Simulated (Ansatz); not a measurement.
Results of PBE0-D3(BJ) (PAW; Ansatz, a quantum-chemistry and plane-wave program) for CsCl-type CoAl.

Settings: plane-wave cutoff 460 eV, 10×10×10 k mesh, Fermi–Dirac smearing 0.05 eV, no spin polarisation, scalar-relativistic PAW data made under PBE.

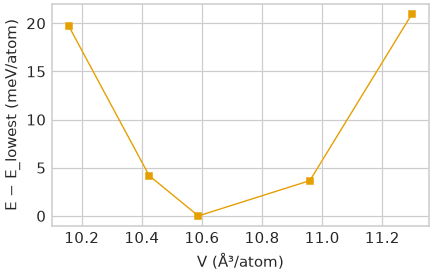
Figure: Total energy against volume

**Question.** From the curve, estimate the equilibrium volume and the bulk modulus.

**Answer.** V0 ≈ 10.7 Å³/atom and B0 ≈ 220 GPa; the fit gives V0 = 10.693 Å³/atom, B0 = 223 GPa, B′ = 4.1.

Measured, for comparison: bulk modulus 162 GPa, equilibrium volume per atom 11.71 Å³/atom (room temperature, not corrected to a static lattice; as tabulated in Yamada et al. (2019), arXiv:1910.09660). Computed (rounded) less measured: bulk modulus +38 %, equilibrium volume per atom -8.7 %.

Note: the run has no spin polarisation, so it can have missed a magnetic state.

Cost on a shared machine: very roughly 8 core-minutes.
